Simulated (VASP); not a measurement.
Band structure of Cu₃Si (space group I4/mmm). Level of theory: PBEsol GGA with spin-orbit coupling, VASP's PBE PAW potentials (set 64) (plane waves; VASP).

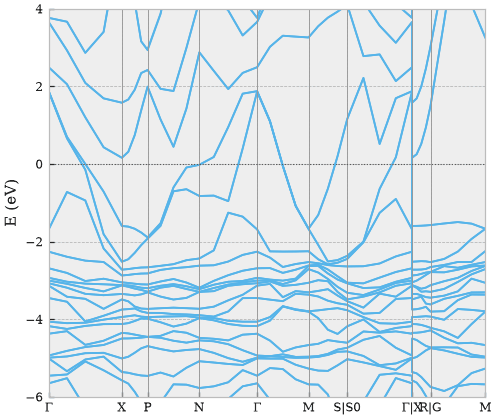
Bands along high-symmetry lines, zero at the valence-band maximum or, without a gap, the Fermi level

### Question
Read the plot: is there a gap, and where are the band edges?

### Answer
It has no gap at this level: it comes out as a metal or semimetal.

The structure comes from a computed database's Cu3Si entry (I4/mmm); how it stands against other phases isn't given here. It was relaxed first.
